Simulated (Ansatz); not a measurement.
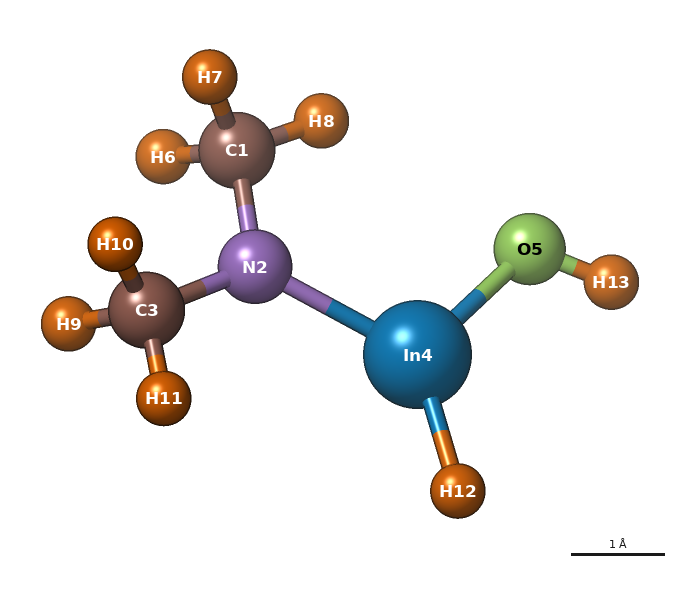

The view is orthographic, and the bar gives the scale. The computed structure is the end point of a PBE0-D4/def2-TZVP optimisation.

Give an XYZ file in the frame of the picture: x to the right, y up, z towards the viewer, origin at the mean of the atomic positions.

```xyz
13
C2H8InNO
C   -0.51   1.22  -0.54
N   -0.32  -0.03   0.13
C   -1.49  -0.51   0.81
In   1.44  -0.99   0.09
O    2.65   0.16  -1.01
H   -1.31   1.16  -1.30
H   -0.81   2.02   0.16
H    0.40   1.54  -1.05
H   -2.33  -0.65   0.12
H   -1.83   0.21   1.58
H   -1.30  -1.46   1.31
H    1.88  -2.46   0.80
H    3.54  -0.20  -1.10
```
